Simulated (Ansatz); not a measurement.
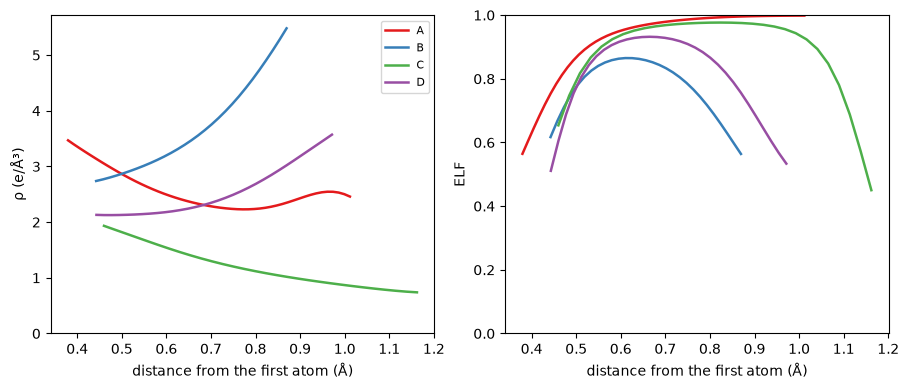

Figure. CH$_{5}$NOSi. Electron density and ELF along straight lines between neighbouring atoms. The curves leave out the atomic cores.

Computed with RKS B3LYP/def2-SVP (Ansatz).

```xyz
9

N     0.4911    1.3709   -0.6080
C     0.5829    0.0137   -0.5176
O     1.3902   -0.6425   -1.1558
Si   -0.6097   -0.9422    0.6720
H     1.1240    1.8595   -1.2365
H    -0.1817    1.9074   -0.0760
H    -1.3828   -1.9101   -0.1512
H     0.2311   -1.6677    1.6616
H    -1.5565   -0.0353    1.3941
```

Which curve belongs to which contact (C–N, C–O, C–Si and N–H)? The first atom named is at distance zero.

Answer. Curve A: N–H (1.01 Å): the density is about 2.8 e/Å³ at the midpoint; the ELF climbs to about 1 towards the hydrogen, as it does in any bond to H (an ordinary covalent bond to hydrogen). Curve B: C–O (1.22 Å): the density is about 3.2 e/Å³ at the midpoint; the ELF peaks at about 0.85 between the atoms; a multiple bond. Curve C: C–Si (1.94 Å): the density is about 0.9 e/Å³ at the midpoint; the ELF peaks at about 1 between the atoms (a covalent bond). Curve D: C–N (1.36 Å): ρ at the midpoint is about 2.3 e/Å³; the ELF peaks at about 0.95 between the atoms, as expected for localised, covalent bonding.
